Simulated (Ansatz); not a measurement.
# CsPb2Br5 (I4/mcm): a many-body input that goes wrong, and its mend

Aim: the G0W0 gap of CsPb2Br5 (I4/mcm). The first input has a fault.

Calculated with Ansatz 0.2.0; G0W0 on r2SCAN, plane waves, PAW.

## Step 1: The starting structure

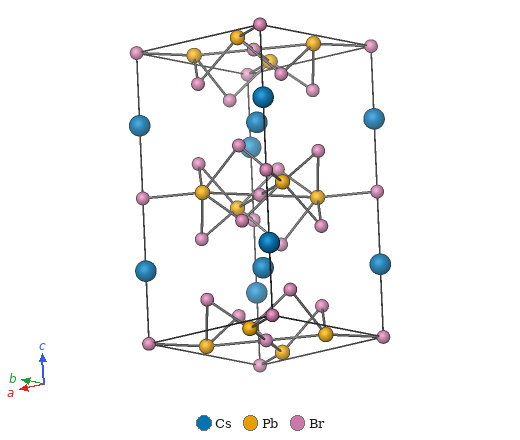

The starting structure, seen from a free direction (caesium blue, lead orange, bromine pink). This picture shows the conventional cell, with its axes. Some periodic images of atoms are drawn too.

As a file:

```cif
data_structure
_symmetry_space_group_name_H-M 'P 1'
_symmetry_Int_Tables_number 1
_cell_length_a 9.6885
_cell_length_b 9.6885
_cell_length_c 9.6885
_cell_angle_alpha 128.061
_cell_angle_beta 128.061
_cell_angle_gamma 76.526
_cell_volume 547.68
loop_
_atom_site_label
_atom_site_type_symbol
_atom_site_fract_x
_atom_site_fract_y
_atom_site_fract_z
_atom_site_occupancy
Cs1 Cs 0.75000 0.75000 0.00000 1
Cs2 Cs 0.25000 0.25000 0.00000 1
Pb3 Pb 0.66709 0.83291 0.50000 1
Pb4 Pb 0.33291 0.16709 0.50000 1
Pb5 Pb 0.83291 0.33291 0.16582 1
Pb6 Pb 0.16709 0.66709 0.83418 1
Br7 Br 0.50000 0.50000 0.00000 1
Br8 Br 0.00000 0.00000 0.00000 1
Br9 Br 0.71726 0.52407 0.50000 1
Br10 Br 0.28274 0.47593 0.50000 1
Br11 Br 0.02407 0.21726 0.50000 1
Br12 Br 0.97593 0.78274 0.50000 1
Br13 Br 0.52407 0.02407 0.80682 1
Br14 Br 0.47593 0.97593 0.19318 1
Br15 Br 0.21726 0.71726 0.19318 1
Br16 Br 0.78274 0.28274 0.80682 1
```

Geometry: measured lattice cell, ions relaxed with r2SCAN; the structure entry is the Materials Project's. The runs that relaxed it are not among those shown. Spin-orbit coupling is left out unless a step names it. The default PAW set here is soft_2. Its files were made with PBE.

## Step 2: First try

input.yaml

```yaml
crystal:
  lattice:
    - [-4.2425, 4.2425, 7.60715]
    - [4.2425, -4.2425, 7.60715]
    - [4.2425, 4.2425, -7.60715]
  atoms:
    - { symbol: Cs, position: [0.75, 0.75, 0.0] }
    - { symbol: Cs, position: [0.25, 0.25, 0.0] }
    - { symbol: Pb, position: [0.6670882456, 0.8329117544, 0.5] }
    - { symbol: Pb, position: [0.3329117544, 0.1670882456, 0.5] }
    - { symbol: Pb, position: [0.8329117544, 0.3329117544, 0.1658235089] }
    - { symbol: Pb, position: [0.1670882456, 0.6670882456, 0.8341764911] }
    - { symbol: Br, position: [0.5, 0.5, 0.0] }
    - { symbol: Br, position: [0.0, 0.0, 0.0] }
    - { symbol: Br, position: [0.7172555385, 0.5240738555, 0.5] }
    - { symbol: Br, position: [0.2827444615, 0.4759261445, 0.5] }
    - { symbol: Br, position: [0.0240738555, 0.2172555385, 0.5] }
    - { symbol: Br, position: [0.9759261445, 0.7827444615, 0.5] }
    - { symbol: Br, position: [0.5240738555, 0.0240738555, 0.8068183171] }
    - { symbol: Br, position: [0.4759261445, 0.9759261445, 0.1931816829] }
    - { symbol: Br, position: [0.2172555385, 0.7172555385, 0.1931816829] }
    - { symbol: Br, position: [0.7827444615, 0.2827444615, 0.8068183171] }
kpoints:
  mp_grid: { grid: [1, 1, 1] }
hamiltonian:
  xc: r2scan
scf:
  occupations: { method: fixed }
gw:
  n_empty_bands: 889
  ecut_chi: 80
  qp_bands: [v4, c4]
  qp_kpoints: band_edges
  screening: { model: contour_deformation }
```

Command:

```bash
$ ansatz run input.yaml --threads 3 --pin off --max-ram 92160MiB --backend cuda --events-out ev --progress --plain --runs-dir out --devices 1 --max-vram 13GiB
```

Numbers of over 12 decimals in the logs are rounded to 6 here.

The program printed:

```text
GPUs: using 1 of 1 available (devices: 1).
Engine: ansatz 0.2.0, x86_64-unknown-linux-gnu
Pseudopotentials: kind: paw
Pseudopotential: Cs, paw, valence charge 9, recommended cutoff 500 eV (meta_gga), Cs.paw.azcp
Pseudopotential: Pb, paw, valence charge 14, recommended cutoff 500 eV (meta_gga), Pb.paw.azcp
Pseudopotential: Br, paw, valence charge 7, recommended cutoff 500 eV (meta_gga), Br.paw.azcp
Functional definition: r2SCAN
  parameter k0 = 0.174
  parameter k1 = 0.065
  parameter a1 = 4.9479
  exchange = r2scan_x(k0 = k0, k1 = k1, a1 = a1)
  correlation = r2scan_c
device memory: the entry about to start is reckoned to put 2.9 GiB on a device that reports 30.2 GiB free (of which the cap on the GPU budget leaves the run 13.0 GiB)
GPU FFT provider: cuFFT
GPU libraries: cuBLAS 13.8.2, cuFFT 12.4.0, cuSOLVER 12.3.4
Crystal: 16 atoms, lattice volume = 547.678 Å³
Basis set: ecut = 500 eV, 13951 PW (Γ), exchange–correlation on 288×288×288 points (64 copies of the dense FFT grid, shifted against one another)
Bands: 88, of which v1, the nominal top of the filled ones, is band 72 counted from 1 (71 counted from 0)
Symmetry: 16 space group operations
Space group: I4/mcm (ITA 140), of the structure as read, at distance tolerance 8.2e-5 Å
k-points: 1
Non-local potential: Cs, projectors of the file, l = 0: 3, l = 1: 2, l = 2: 2, l = 3: 2
Non-local potential: Pb, projectors of the file, l = 0: 2, l = 1: 2, l = 2: 2, l = 3: 2
Non-local potential: Br, projectors of the file, l = 0: 2, l = 1: 2, l = 2: 2
PAW form: soft (Blöchl's): semilocal exchange-correlation on the pseudo side does not see the compensation charge
PAW frozen core: Cs, regenerated for the run's functional (the file was generated under x = pbe(κ = 0.804, μ = 0.219515), c = pbe(β = 0.066725))
PAW frozen core: Pb, regenerated for the run's functional (the file was generated under x = pbe(κ = 0.804, μ = 0.219515), c = pbe(β = 0.066725))
PAW frozen core: Br, regenerated for the run's functional (the file was generated under x = pbe(κ = 0.804, μ = 0.219515), c = pbe(β = 0.066725))
PAW one-centre angular grid: Cs, 302 points (default); XC on 160 Gauss nodes
PAW one-centre angular grid: Pb, 590 points (default); XC on 160 Gauss nodes
PAW one-centre angular grid: Br, 302 points (default); XC on 160 Gauss nodes
Initial density: superposition of atomic densities (neutral atoms: chi_scale 0, normalization atom), corrected by the library's trained network
Initial wavefunctions: pseudopotential atomic-orbital guess
GPU buffer pool allocated for 373248 grid points (all kernels)
GPU transforms: local potential and band sums: pruned to the plane-wave sphere, on 72×72×72
Functional: x = r2scan, c = r2scan; τ floored in thin density (d = 2e-4 eV/Å³)
SCF iter   1: F=—  HF=-87005.412016 eV  |F-HF|=—  |Δ(HF+E_count)|=         —  Δρ=4.21e-3  dr2=1.75e-1  dr2_τ=3.54e-2  ethr=1.77e-3  ⟨swp⟩=5.0  Hψ=327  notcnv=0  defer=13
preconditioner: auto → Resta (q_TF=auto, 2.184 Å⁻¹)  ε∞=2.9  [insulator: Δε(μ)=3.946 eV  Ē_g=13.985 eV  n_scr=88 (ndim 8)  ℏωp=19.0 eV  f_vac=0.046  ε∞_Penn≈2.9]
SCF iter   2: F=—  HF=-87005.437129 eV  |F-HF|=—  |Δ(HF+E_count)|=   2.51e-2  Δρ=1.85e-3  dr2=3.00e-2  dr2_τ=1.05e-3  ethr=1.22e-4  ⟨swp⟩=3.0  Hψ=176  notcnv=0  defer=14
SCF iter   3: F=—  HF=-87005.435020 eV  |F-HF|=—  |Δ(HF+E_count)|=   2.11e-3  Δρ=4.35e-4  dr2=1.10e-3  dr2_τ=4.14e-5  ethr=2.09e-5  ⟨swp⟩=3.0  Hψ=151  notcnv=0  defer=14
SCF iter   4: F=—  HF=-87005.435488 eV  |F-HF|=—  |Δ(HF+E_count)|=   4.67e-4  Δρ=7.48e-5  dr2=3.32e-5  dr2_τ=1.96e-6  ethr=7.66e-7  ⟨swp⟩=2.0  Hψ=119  notcnv=0  defer=14
SCF iter   5: F=—  HF=-87005.435508 eV  |F-HF|=—  |Δ(HF+E_count)|=   2.02e-5  Δρ=1.90e-5  dr2=2.53e-6  dr2_τ=2.94e-7  ethr=2.31e-8  ⟨swp⟩=2.0  Hψ=149  notcnv=0  defer=13
SCF iter   6: F=—  HF=-87005.435509 eV  |F-HF|=—  |Δ(HF+E_count)|=   1.10e-6  Δρ=4.90e-6  dr2=1.35e-7  dr2_τ=7.51e-9  ethr=1.75e-9  ⟨swp⟩=2.0  Hψ=146  notcnv=0  defer=13
SCF iter   7: F=-87005.435509 eV  HF=-87005.435509 eV  |F-HF|=5.38e-10  |Δ(HF+E_count)|=   1.08e-7  Δρ=8.70e-7  dr2=8.60e-9  dr2_τ=1.16e-9  ethr=6.94e-11  ⟨swp⟩=17.0  Hψ=505  notcnv=0
SCF 1 converged in 7 iterations: F = -87005.435509 eV  dr2 = 8.60e-9
[...]
device memory: the entry about to start is reckoned to put 2.8 GiB on a device that reports 30.1 GiB free (of which the cap on the GPU budget leaves the run 13.0 GiB)
NSCF: frozen V_eff on 1 k-points
[...]
device memory: the entry about to start is reckoned to put 3.2 GiB on a device that reports 30.5 GiB free (of which the cap on the GPU budget leaves the run 13.0 GiB)
NSCF: frozen V_eff on 1 k-points
G₀W₀ screening: q 1/1
G₀W₀ self-energy: k 1/1
device memory: the entry about to start is reckoned to put 1.0 GiB on a device that reports 35.2 GiB free (of which the cap on the GPU budget leaves the run 13.0 GiB)
NSCF: frozen V_eff on 1 k-points
device memory: the entry about to start is reckoned to put 1.0 GiB on a device that reports 35.2 GiB free (of which the cap on the GPU budget leaves the run 13.0 GiB)
NSCF: frozen V_eff on 1 k-points
device memory: the entry about to start is reckoned to put 1.0 GiB on a device that reports 35.2 GiB free (of which the cap on the GPU budget leaves the run 13.0 GiB)
NSCF: frozen V_eff on 1 k-points
device memory: the entry about to start is reckoned to put 1.0 GiB on a device that reports 35.7 GiB free (of which the cap on the GPU budget leaves the run 13.0 GiB)
NSCF: frozen V_eff on 1 k-points
device memory: the entry about to start is reckoned to put 1.0 GiB on a device that reports 32.0 GiB free (of which the cap on the GPU budget leaves the run 13.0 GiB)
NSCF: frozen V_eff on 1 k-points
device memory: the entry about to start is reckoned to put 1.0 GiB on a device that reports 34.6 GiB free (of which the cap on the GPU budget leaves the run 13.0 GiB)
NSCF: frozen V_eff on 1 k-points
SCF converged after 7 iterations
Free energy (F): -87005.435509 eV
Harris-Foulkes:  -87005.435509 eV  (|F-HF|=5.38e-10)
Internal energy: -87005.435509 eV  (E = F + TS)
E sigma→0 (E₀):  -87005.435509 eV
Fermi energy:    2.985173 eV
--- Per-component energies (eV) ---
  E_band       = -731.433689
  E_kinetic    = 2769.119996
  E_local      = -8938.735615  (includes V_loc(G=0)·N_el)
  E_nonlocal   = 2161.757509
  E_hartree    = 3332.922185
  E_xc         = -3671.191163
  E_vxc        = -2005.499657  (∫ρ·V_xc dr)
  E_paw        = -74610.156901  (= ΣΔE_a)
  E_vpaw       = -1496.198590  (= ΣTr[D̂ρ^β])
  E_aug_tail   = 0.000074  (compensation charges beyond the density's cutoff)
  E_vtau       = 112.274061  (kinetic-family band-sum trace: ∫τ·v_τ [+ j·A + Jᵃ·Aᵃ] dr)
  E_ewald      = -8051.531425
  E_core_change = 2.379831  (= ΣΔE_core)
  E_smearing   = -0.000000  (= −TS)
  E_closure    = 0.000000  (closes the sum)
  Σ components = -87005.435509   (vs F -87005.435509, Δ=0.00e0)
--- Band table (eV) ---
  k-point 0: bands = [... 68 lower, 2.7977, 2.9710, 2.9710, 2.9852, 6.8099, 7.3592, 7.4248, 7.5183, ... 12 higher]
--- G₀W₀: contour deformation, 6 samples at zero and on the imaginary axis and 0 off it, 1 q-point, 889 empty bands' worth ---
  eigenvalues of the whole cell's RPA ε∞ on this k-mesh (on a slab, of 1 + 4πα/V) = 3.0002, 4.4398, 4.4398; static W/v taken at q = 0 is 0.253665
  gw.qp_kpoints: band_edges: 1 of 1 stored k-point solved, in 1 pass; an edge of the gap read off the rows below is read off those points alone
    ik  band        ε_KS         Σx   Σc(E_QP)       V_xc       Z   E_QP_lin       E_QP  E_QP is
     0    69      2.7977   -19.8799     2.8020   -16.4147  0.7677     2.1265     2.1343  root
     0    70      2.9710   -19.3431     2.4278   -16.2930  0.7721     2.3421     2.3487  root
     0    71      2.9710   -19.3431     2.4278   -16.2930  0.7721     2.3421     2.3487  root
     0    72      2.9852   -19.7607     2.8351   -16.2386  0.7684     2.2898     2.2982  root
     0    73      6.8099    -7.3973    -3.6713   -11.5963  0.8024     7.3414     7.3376  root
     0    74      7.3592    -8.9185    -3.5474   -13.0442  0.7991     7.9420     7.9374  root
     0    75      7.4248    -8.0898    -3.5302   -12.1780  0.8023     7.9870     7.9829  root
     0    76      7.5183    -7.8421    -3.5850   -11.9444  0.8035     8.0393     8.0357  root
```

The job ended after 15 s (1 × NVIDIA H100 80GB HBM3 (shared by 6 runs) with 3 threads of AMD EPYC 7R13 (Zen 3), shared host; peak memory 2.7 GiB; 22 s of CPU time).

Reading the cycles: dr2 is the Hartree energy of the density residual (eV), the measure of convergence; HF is the Harris–Foulkes estimate of the energy, which meets the free energy F at convergence.

**Diagnosis.**

The run ended normally, though the input holds a fault or crude settings.

The fault: G0W0 on a mesh far too coarse. So few points can't sample the density or the screening, and the band edges may lie elsewhere in the zone.

It printed a gap of 4.99 eV, which is an artefact of the settings.

## Step 3: A better input

Now the one-shot GW correction: screening in the RPA, then the self-energy of the levels asked for.

Changes to input.yaml since step 2:

```diff
@@ -23,3 +23,3 @@
 kpoints:
-  mp_grid: { grid: [1, 1, 1] }
+  mp_grid: { grid: [4, 4, 4] }
 hamiltonian:
@@ -29,4 +29,4 @@
 gw:
-  n_empty_bands: 889
-  ecut_chi: 80
+  n_empty_bands: 666
+  ecut_chi: 66
   qp_bands: [v4, c4]
```

The program printed:

```text
GPUs: using 1 of 1 available (devices: 1).
[...]
GPU FFT provider: cuFFT
GPU libraries: cuBLAS 13.8.2, cuFFT 12.4.0, cuSOLVER 12.3.4
Crystal: 16 atoms, lattice volume = 547.678 Å³
Basis set: ecut = 500 eV, 13951 PW (Γ), exchange–correlation on 288×288×288 points (64 copies of the dense FFT grid, shifted against one another)
Bands: 88, of which v1, the nominal top of the filled ones, is band 72 counted from 1 (71 counted from 0)
[... 1 set-up line as in the run before ...]
[...]
k-points: 13 of 64
[...]
GPU buffer pool allocated for 373248 grid points (all kernels)
[...]
SCF iter   1: F=—  HF=-87005.393067 eV  |F-HF|=—  |Δ(HF+E_count)|=         —  Δρ=4.08e-3  dr2=1.67e-1  dr2_τ=3.59e-2  ethr=1.77e-3  ⟨swp⟩=5.0  Hψ=4271  notcnv=0  defer=161
[...]
0    69      2.7820   -19.6718     2.7010   -16.4157  0.7731     2.2215     2.2268  root
     0    70      2.9663   -19.5690     2.7342   -16.2422  0.7747     2.3676     2.3736  root
     0    71      2.9901   -19.0321     2.2281   -16.2865  0.7798     2.4683     2.4726  root
     0    72      2.9901   -19.0321     2.2281   -16.2865  0.7798     2.4683     2.4726  root
     0    73      6.8032    -7.8881    -3.1358   -11.6170  0.8178     7.4002     7.3964  root
     0    74      7.3577    -9.3242    -3.0833   -13.0644  0.8119     8.0194     8.0145  root
     0    75      7.4332    -8.4630    -3.0716   -12.1797  0.8149     8.0828     8.0782  root
     0    76      7.5267    -8.1337    -3.1954   -11.9359  0.8150     8.1379     8.1336  root
[...]
12    73      6.7723    -7.8219    -3.1251   -11.5343  0.8185     7.3633     7.3596  root
    12    74      7.1361    -7.5763    -3.1393   -11.2370  0.8219     7.6604     7.6575  root
    12    75      7.1661    -8.6942    -3.0889   -12.3903  0.8159     7.7773     7.7733  root
    12    76      7.6483    -9.1467    -3.0385   -12.8324  0.8139     8.3002     8.2956  root
[key lines of the parts left out:]
SCF converged after 6 iterations
Free energy (F): -87005.415782 eV
Fermi energy:    3.338717 eV
```

Run time: 4.3 min. Hardware: 1 × NVIDIA H100 80GB HBM3 (shared by 6 runs) with 3 threads; peak memory 5.6 GiB.

This step gave:

```
bands summed                                 : 738
RPA ε∞ on this mesh (eigenvalues)            : 3.242, 4.217, 4.217
plane waves in the screening matrix          : 671
q-points in the mesh                         : 64
G0W0 gap on the mesh                         : 4.464 eV
k of the valence top                         : 0.25, -0.25, 0.25
k of the conduction bottom                   : -0.5, -0.5, -0.5
starting gap on the mesh                     : 3.434 eV
Z at the valence top                         : 0.7837
Z at the conduction bottom                   : 0.8185
least direct G0W0 gap on the computed points : 4.773 eV
```

The gap on the mesh goes from 3.43 eV to 4.46 eV, a correction of +1.03 eV. Between the two edge states, bare exchange in place of the xc potential would open the gap by 6.23 eV, and correlation takes back 5.20 eV.

## Step 4: Results

```json
{
 "first try": "converged after 15 s",
 "better run": "G0W0 gap on the mesh 4.46 eV (4×4×4 mesh, 666 empty bands, screening to 66 eV)"
}
```

**Reading.** The second run differs in: mesh, empty bands and screening cutoff (eV). Bands and cutoff are finite, so the gap is not at the basis limit. The miss can reach some tenths of an eV and take either sign; the mesh is an error of its own. Where an edge is built on 6p states of lead, bismuth or thallium, scalar-relativistic gaps usually stand too wide, by a few tenths to over one eV. The many-body steps are scalar-relativistic: spin-orbit coupling is not in them.

[Paths, hosts, dates, memory and timing lines, banners, echoed tables and standing remarks are left out of the program output.]

[Logs are printed without paths, hosts, clocks, repeated set-up lines and the standing remarks that a program may print on its own settings, such as how far it seeks lower states.]

[Runs of the session that timed out or met a known fault of the program may be left out.]

[Cells called generated may have been cut or substituted from an entry of the Crystallography Open Database or the Materials Project.]

[Hosts, paths, dates, database ids (printed as entryN), source tags and the programs' standing remarks are cut or masked in the printed files.]
